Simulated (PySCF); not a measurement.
**CH₂Br₂, SMILES `BrCBr`: what the electrons do**

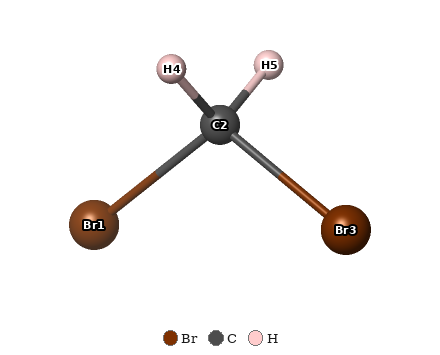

The molecule, with its atoms numbered as below. No frequency check shows the geometry to be a minimum.

Coordinates in Å:

```
Br1      1.6106    0.1264    0.0000
C2       0.0000   -0.9535    0.0000
Br3     -1.6106    0.1264    0.0000
H4      -0.0001   -1.5630    0.9008
H5       0.0001   -1.5630   -0.9008
```

### 1. Bonding charge

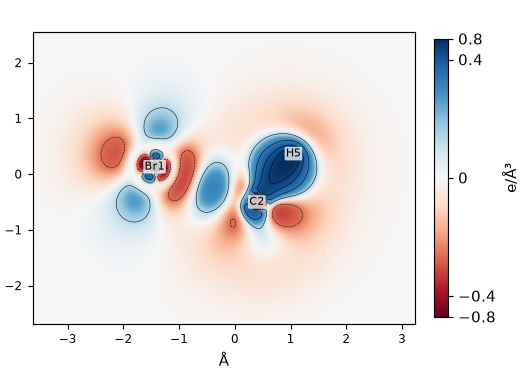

Deformation density (molecule less spherical, spin-averaged free atoms) in the plane of Br1, C2 and H5; colour scale in e/Å³, logarithmic beyond ±0.1; blue: gain, red: loss.

Method: PBE/def2-TZVP; geometry: GFN2-xTB; program: PySCF.

Describe the bonding that the map shows.

Answer. C2–H5: +0.77 e/Å³ at the bond critical point (bond length 1.09 Å, Mayer order 0.9). Br1–C2: +0.16 e/Å³ at the bond critical point (bond length 1.94 Å, Mayer order 1.1). In all, 1.1 electrons gather in the regions of gain relative to the promolecule.

Where do the Hirshfeld charges lie?

Answer. The highest Hirshfeld charge is on H4 and H5 (+0.06 e), the lowest on C2 (−0.04 e).

```csv
atom,charge (e)
Br1,−0.04
C2,−0.04
Br3,−0.04
H4,+0.06
H5,+0.06
```

### 2. Bond critical points

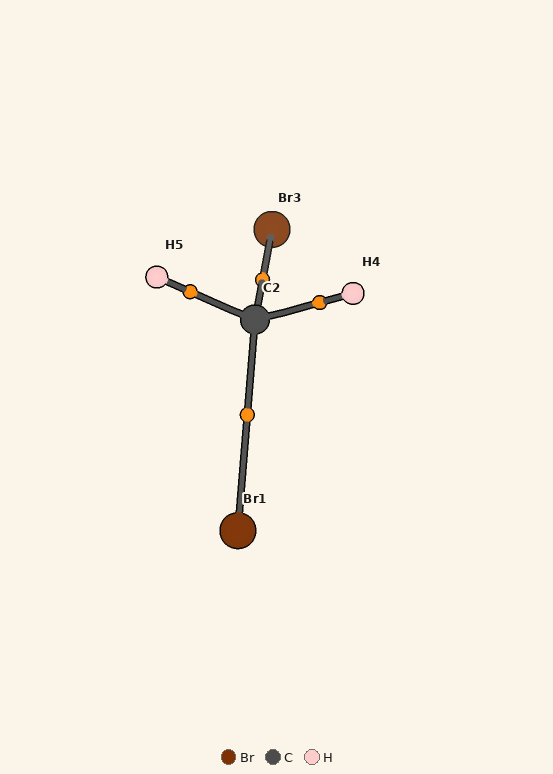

Molecular graph of the electron density (QTAIM): bond paths, bond critical points (orange), ring points (yellow, if any); weak paths are dashed.

How many critical points of each kind are there, and does the count close?

Answer. 5 nuclei, 4 bond, 0 ring and 0 cage critical points: 5 − 4 + 0 − 0 = 1, as the Poincaré–Hopf relation requires.

What does the calculation give at each kind of bond critical point?

Answer.
```json
{"bond": "C2–H4 (2 alike)", "length (Å)": "1.088", "ρ (a.u.)": "0.287", "∇²ρ (a.u.)": "−1.01", "ε": "0.01", "H (a.u.)": "−0.288"}
{"bond": "Br1–C2 (2 alike)", "length (Å)": "1.939", "ρ (a.u.)": "0.152", "∇²ρ (a.u.)": "−0.13", "ε": "0.00", "H (a.u.)": "−0.086"}
```

What kind of interaction is C2–H4?

Answer. Shared-shell (covalent): ρ = 0.287, ∇²ρ = −1.01, H = −0.288 a.u.

### 3. Local ionisation energy

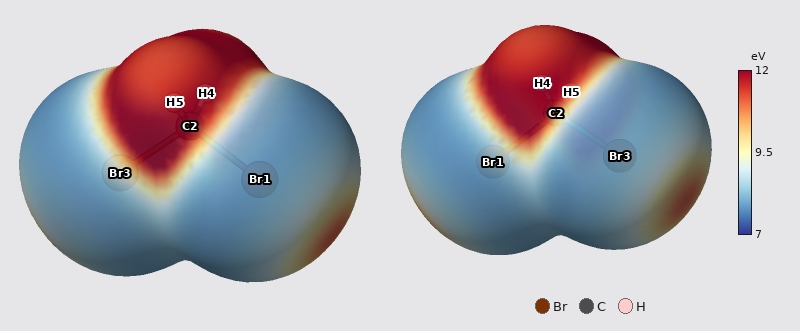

Average local ionisation energy on the surface of electron density 0.001 a.u. (back view left, front view right).

Where are the most loosely bound electrons on this surface?

Answer. The lowest value is 7.8 eV, 2.3 Å from Br3, and at like points elsewhere. For comparison, the highest occupied orbital lies at −6.9 eV.

### 4. In an electric field

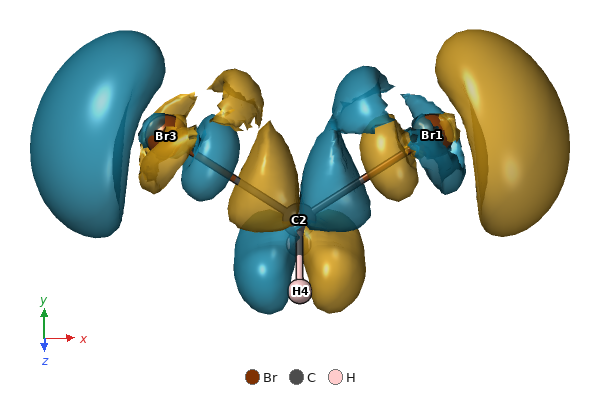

Change of the electron density in a uniform field of 0.21 V/Å, surfaces at ±0.002 e/Å³ (yellow: gain, teal: loss).

Level of theory: PBE/def2-TZVP (PySCF), at a geometry from GFN2-xTB. A basis without diffuse functions makes polarisabilities too small.

The field was applied in both directions; the picture shows the one opposite to the script's first.

Along which Cartesian direction does the field point?

Answer. Along −x: electrons gather on the +x side, against the field.

How large is the response?

Answer. The induced dipole is 0.74 D (along the field); α along this axis, from the fields in both directions, is 73 bohr³ (10.8 Å³).

### 5. Removing or adding an electron

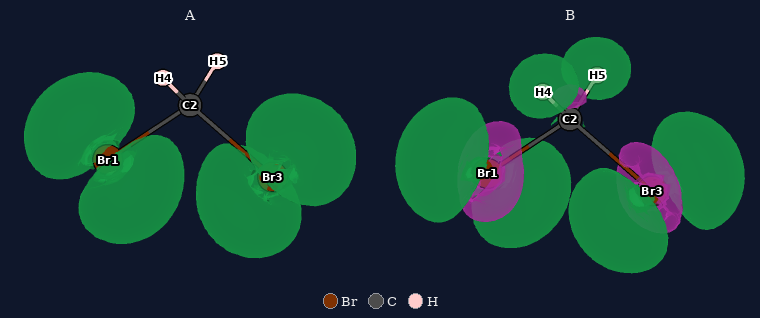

The Fukui function f⁻ from two separate SCF calculations and the density of the HOMO, at ±0.02 e/Å³ (green positive, purple negative).

Level of theory: PBE/def2-TZVP (PySCF), at a geometry from GFN2-xTB.

Which panel is which, and how good is the frozen-orbital picture?

Answer. B is f⁻ (it has negative regions), A the HOMO density. The HOMO lies on Br1 and Br3 (48 % each); f⁻ (Hirshfeld-condensed) is largest on Br1 and Br3 (0.42 each); the vertical ionisation energy is 10.01 eV (the stability of the cation's solution wasn't checked). Relaxation shifts 13 % of the electron between atoms. The orbital energy is −6.87 eV.

The PySCF runs shown took 16 s, 38 s and 5 min on 1 thread of Arm Neoverse V2, on a shared host.
